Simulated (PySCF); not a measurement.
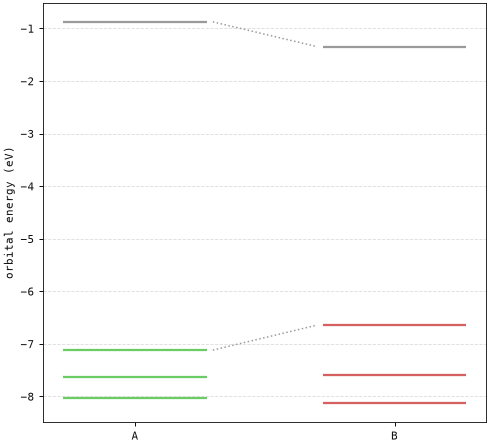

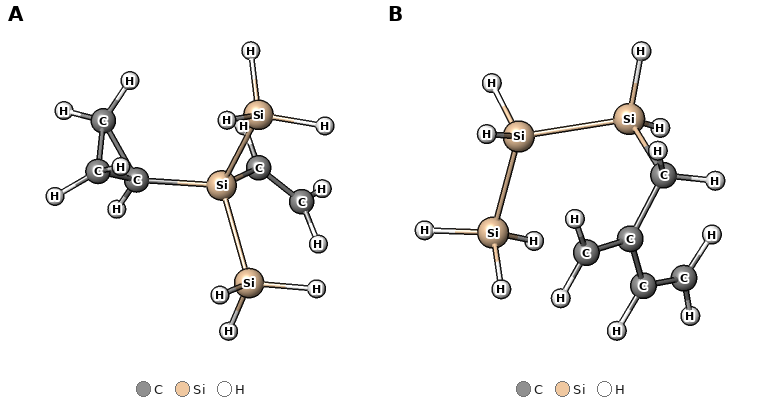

Related molecules: A is C₅H₁₄Si₃, SMILES C=C[Si]([SiH3])([SiH3])C1CC1; B is C₅H₁₄Si₃, SMILES C=CC(=C)C[SiH2][SiH2][SiH3]. Frontier orbital energies, B3LYP/def2-SVPD with PySCF, at a PBE0-D3(BJ)/def2-SVP geometry (no frequency check); drawn are at most three filled levels and, in grey, the LUMO with any level within 0.03 eV of it; dotted lines join the HOMOs and the LUMOs.

What does the change do to the frontier levels?

From A to B the HOMO rises by 0.47 eV and the LUMO falls by 0.47 eV, so the separation goes from 6.24 to 5.30 eV.

Does the ΔSCF ionisation energy follow the HOMO?

A: −ε(HOMO) 7.12, ΔSCF 8.81 eV; B: −ε(HOMO) 6.65, ΔSCF 8.51 eV.

Limits of at least one run: one conformer of a flexible molecule.
